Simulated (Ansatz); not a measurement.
**Two runs on HCl**

System: HCl.
Method of the first run: RKS wB97M-V/def2-TZVPPD (Ansatz 0.2.0).

The input adds 1 ghost centres (basis functions without nuclei or electrons, not drawn) at the places of a partner molecule, so the energy is that in the basis of the pair. The geometry comes from this level: PBE0-D4/def2-TZVP. Text and figures count atoms from 1; the logs count them from 0 in places.

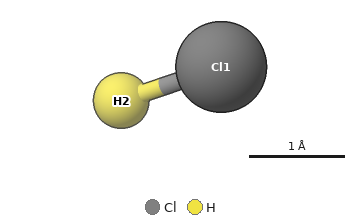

The input geometry (ball-and-stick view, seen at an oblique angle; atoms are numbered from 1 in the order of the input).

### The input, the first run
```yaml
crystal:
  periodic: [false, false, false]
  atoms:
    - {symbol: Cl, position_ang: [0.243161, -0.454134, 0.839987]}
    - {symbol: H, position_ang: [-0.278673, 0.520367, 1.494195]}
basis:
  gaussian:
    orbitals: "def2-TZVPPD.json"
    ghost_atoms:
      - {symbol: K, position_ang: [0.035511, -0.066333, -2.334182]}
hamiltonian: {xc: {name: wB97M-V}}
```

Command:
```bash
ansatz run in.yaml --threads 2 --pin off --events-out ev --progress --plain --max-ram 5222MiB
```

Hardware: 2 threads of Arm Neoverse V1, 23 GiB of memory available, shared host.

### Output (the first run)
```
Functional definition: wB97M-V
  parameter omega = 0.3/bohr
  parameter cx = 0.15
  parameter cx01 = 1.007
  parameter cx10 = 0.259
  parameter css00 = 0.443
  parameter css04 = -1.437
  parameter css10 = -4.535
  parameter css20 = -3.390
  parameter css43 = 4.278
  parameter cos00 = 1.000
  parameter cos10 = 1.358
  parameter cos20 = 2.924
  parameter cos21 = -8.812
  parameter cos60 = -1.390
  parameter cos61 = 9.142
  parameter b = 6.0
  parameter c = 0.01
  gx(w, u) = 1 - cx + cx01*u + cx10*w
  gss(w, u) = css00 + css04*u^4 + css10*w + css20*w^2 + css43*w^4*u^3
  gos(w, u) = cos00 + cos10*w + (cos20 + cos21*u)*w^2 + (cos60 + cos61*u)*w^6
  exchange = spin_sum(e_x_unif_sr(omega)*gx(b97_w, b97_u_x)) + cx*exact_x_sr(omega) + exact_x_lr(omega)
  correlation = spin_sum(e_c_pw_mod_same_spin*gss(b97_w, b97_u_same))
      + integral(e_c_pw_mod_opposite_spin*gos(b97_w_opposite, b97_u_opposite)) + vv10(b, c)
644 factors; their error is unknown
161 factors; integrals over basis functions are off by at most 1.1e-4 eV
mean field evaluation 1: about -12538.4487 eV, gradient 9.9e0 eV
mean field evaluation 2: about -12538.6771 eV, gradient 6.9e0 eV
mean field evaluation 4: about -12538.7600 eV, gradient 6.1e-1 eV
mean field evaluation 8: about -12538.7806 eV, gradient 1.2e-1 eV
mean field -12538.78058512 eV, -460.7916874124 hartree, gradient 7.9e-5 eV, S^2 0.000000; 0 other end points of the search recorded, 0 dependent functions left out
reference -12538.78064410 eV, -460.7916895801 hartree; 9, 9 occupied and 95, 95 virtual orbitals, 644 factors
Total energy: -12538.78064410 eV, -460.7916895801 hartree
```

For the second run the input was changed thus:
```diff
-    - {symbol: Cl, position_ang: [0.243161, -0.454134, 0.839987]}
-    - {symbol: H, position_ang: [-0.278673, 0.520367, 1.494195]}
+    - {symbol: Cl, position_ang: [0.240724, -0.449585, 1.000129]}
+    - {symbol: H, position_ang: [-0.281109, 0.524915, 1.654337]}
```

How does the second run compare with the first run?

The energy is the same within 0.01 kcal/mol.

### Output (the second run)
```
Functional definition: wB97M-V
  parameter omega = 0.3/bohr
  parameter cx = 0.15
  parameter cx01 = 1.007
  parameter cx10 = 0.259
  parameter css00 = 0.443
  parameter css04 = -1.437
  parameter css10 = -4.535
  parameter css20 = -3.390
  parameter css43 = 4.278
  parameter cos00 = 1.000
  parameter cos10 = 1.358
  parameter cos20 = 2.924
  parameter cos21 = -8.812
  parameter cos60 = -1.390
  parameter cos61 = 9.142
  parameter b = 6.0
  parameter c = 0.01
  gx(w, u) = 1 - cx + cx01*u + cx10*w
  gss(w, u) = css00 + css04*u^4 + css10*w + css20*w^2 + css43*w^4*u^3
  gos(w, u) = cos00 + cos10*w + (cos20 + cos21*u)*w^2 + (cos60 + cos61*u)*w^6
  exchange = spin_sum(e_x_unif_sr(omega)*gx(b97_w, b97_u_x)) + cx*exact_x_sr(omega) + exact_x_lr(omega)
  correlation = spin_sum(e_c_pw_mod_same_spin*gss(b97_w, b97_u_same))
      + integral(e_c_pw_mod_opposite_spin*gos(b97_w_opposite, b97_u_opposite)) + vv10(b, c)
644 factors; their error is unknown
161 factors; integrals over basis functions are off by at most 1.2e-4 eV
mean field evaluation 1: about -12538.4486 eV, gradient 9.9e0 eV
mean field evaluation 2: about -12538.6762 eV, gradient 6.9e0 eV
mean field evaluation 4: about -12538.7599 eV, gradient 6.1e-1 eV
mean field evaluation 8: about -12538.7804 eV, gradient 1.2e-1 eV
mean field -12538.78044435 eV, -460.7916822392 hartree, gradient 7.9e-5 eV, S^2 0.000000; 0 other end points of the search recorded, 0 dependent functions left out
reference -12538.78050324 eV, -460.7916844034 hartree; 9, 9 occupied and 95, 95 virtual orbitals, 644 factors
Total energy: -12538.78050324 eV, -460.7916844034 hartree
```

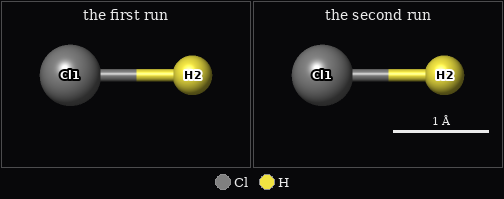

The two input geometries at one scale (ball-and-stick view, seen on its broad side). No atom moves by more than 0.005 Å after the best rigid fit.

### The two runs side by side

| quantity | the first run | the second run |
| --- | --- | --- |
| outcome | converged | converged |
| total energy (hartree) | −460.791690 | −460.791684 |
| basis functions | 104 | 104 |
| wall time (shared host) | 3.9 s | 5 s |
